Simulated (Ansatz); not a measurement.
The relaxed structure here is a generated cell of CsPbCl3: the first start was made by a random draw of sites in a space group, and the end was not matched to a known phase here, so it may be hypothetical. Known forms of CsPbCl3 include space group No. 221.

One stationary structure of CsPbCl$_{3}$. Space group Aem2 (No. 39). Method: r2SCAN (plane waves to 500 eV, PAW, scalar-relativistic; Ansatz, a program for electronic structure).

```xyz
10
Lattice="8.9802 0.0000 0.0000 0.0000 3.6778 5.0314 0.0000 -3.6778 5.0314" Properties=species:S:1:pos:R:3 pbc="T T T"
Cl     6.7825    -1.8389     2.9979
Cl     2.1976     1.8389     2.9979
Cl     2.1786    -1.8389     4.0868
Cl     6.8016     1.8389     4.0868
Cl     5.0036    -1.8389     5.9946
Cl     3.9765     1.8389     5.9946
Cs     0.7083     1.8389     6.0629
Cs     8.2718    -1.8389     6.0629
Pb     4.4901     0.0000     8.7689
Pb     4.4901     0.0000     3.7375
```

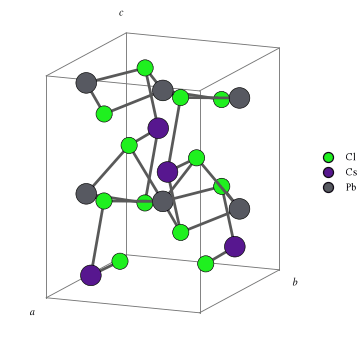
Figure: The conventional cell of the relaxed structure

```yaml
volume_per_atom: 33.23 Å³
band_gap: 3.51 eV, indirect (valence top at E0, conduction bottom at Y) (no spin-orbit coupling)
smallest_direct_gap: 3.63 eV at Y
shortest_distances: Cl–Pb 2.96 Å; Cl–Cs 3.27 Å; Cl–Cl 3.41 Å
k-mesh: 4×6×6
```

Band energies at high-symmetry points (eV from the VBM; labels of this space group; no spin-orbit coupling), from −5 eV up to 6.9 eV:

```json
[
 {"point": "Γ", "energies": "-3.26 -2.60 -2.59 -2.20 -2.07 -1.59 -1.22 -1.17 -1.09 -0.86 -0.68 -0.62 -0.62 -0.55 -0.48 -0.42 -0.41 -0.18 4.66 5.06 5.57 5.62 6.10 6.12 6.23 6.72"},
 {"point": "Y", "energies": "-2.41 -2.19 -2.04 -1.75 -1.55 -1.50 -1.47 -1.32 -0.95 -0.74 -0.59 -0.59 -0.56 -0.46 -0.42 -0.36 -0.15 -0.12 3.51 4.00 4.05 5.30 5.53 6.30 6.51"},
 {"point": "C0", "energies": "-2.37 -2.16 -2.08 -1.75 -1.69 -1.52 -1.39 -1.28 -1.16 -0.89 -0.73 -0.67 -0.61 -0.46 -0.37 -0.34 -0.14 -0.04 3.73 4.23 4.25 5.48 5.52 5.97 6.42"},
 {"point": "Σ0", "energies": "-2.37 -2.16 -2.08 -1.75 -1.69 -1.52 -1.39 -1.28 -1.16 -0.89 -0.73 -0.67 -0.61 -0.46 -0.37 -0.34 -0.14 -0.04 3.73 4.23 4.25 5.48 5.52 5.97 6.42"},
 {"point": "Z", "energies": "-3.23 -2.61 -2.59 -2.16 -2.12 -1.75 -1.25 -1.18 -1.18 -0.78 -0.74 -0.64 -0.59 -0.49 -0.44 -0.43 -0.22 -0.19 4.57 4.83 5.07 6.07 6.19 6.53 6.64"},
 {"point": "A0", "energies": "-2.27 -2.09 -2.07 -1.95 -1.79 -1.47 -1.31 -1.26 -1.08 -0.88 -0.79 -0.69 -0.65 -0.42 -0.41 -0.35 -0.17 0.00 3.84 4.17 4.26 5.40 5.44 6.09 6.34"},
 {"point": "E0", "energies": "-2.27 -2.09 -2.07 -1.95 -1.79 -1.47 -1.31 -1.26 -1.08 -0.88 -0.79 -0.69 -0.65 -0.42 -0.41 -0.35 -0.17 0.00 3.84 4.17 4.26 5.40 5.44 6.09 6.34"},
 {"point": "T", "energies": "-2.26 -2.17 -2.08 -1.89 -1.72 -1.49 -1.39 -1.09 -0.96 -0.79 -0.65 -0.58 -0.57 -0.47 -0.43 -0.36 -0.18 -0.05 3.62 3.96 4.05 5.20 5.32 6.31 6.36"}
]
```

No spin polarisation in the result.

The run could not lose the symmetry of its start, so the end can be a saddle point.
